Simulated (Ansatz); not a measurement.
## Fields on a plane of PtTe2 (space group P-3m1)

```xyz
3
Lattice="4.0184 0.0000 0.0000 -2.0092 3.4800 0.0000 0.0000 0.0000 5.0963" Properties=species:S:1:pos:R:3 pbc="T T T"
Te     2.0092     1.1600     3.7544
Te     0.0000     2.3200     1.3419
Pt     0.0000     0.0000     0.0000
```

The slice is a (1 -1 0 0) plane (indices of the conventional cell) through the point (0.667, 0.333, 0.737) (fractional), spanned by u = [110] and v = [001] in vectors of this cell: u (4.02 Å) and v (5.10 Å, at 90° to u). It covers one period; positions are fractions (u, v).

Atoms on it: Te at (0.00, 0.00).

These are LDA (plane waves to 420 eV, PAW, scalar-relativistic; Ansatz, a first-principles code) values and carry that method's errors. k mesh 13×13×9. Near the nuclei the fields are pseudised (PAW); where an atom keeps semicore shells as valence, they peak there. PtTe2 is run without spin polarisation. PtTe2 was relaxed with its symmetry unable to fall. Spin-orbit coupling is left out, though Pt and Te are heavy.

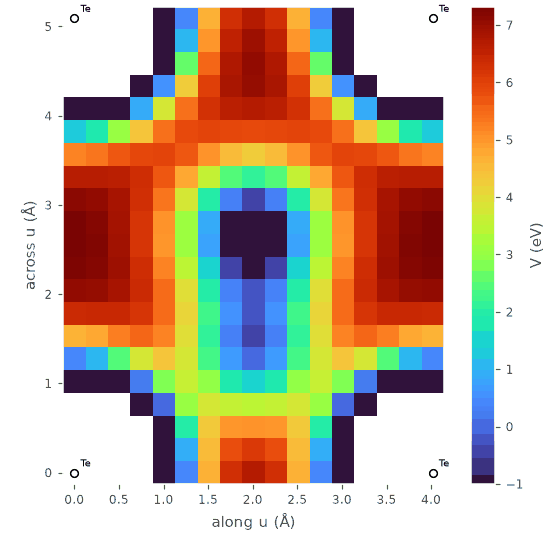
Figure: Electrostatic potential energy of an electron, from the cell's mean, in eV, one period of the plane, atoms marked. Points within 1 Å of a nucleus are left white, as the pseudised field means little there. Values under -1 eV are set to -1. The zero, the cell's mean, hangs on the PAW cores.

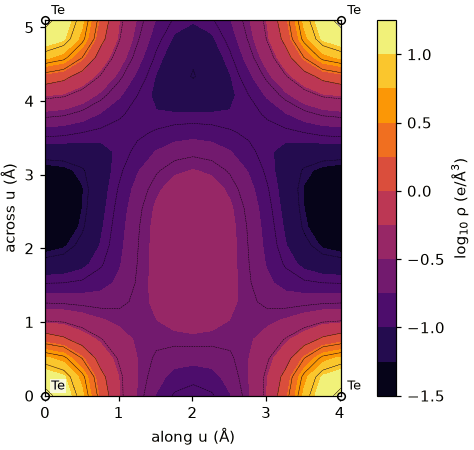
Figure: Log₁₀ of the valence density in e/Å³, one period of the plane, atoms marked. The scale is logarithmic, as a density can span decades between atoms and voids.
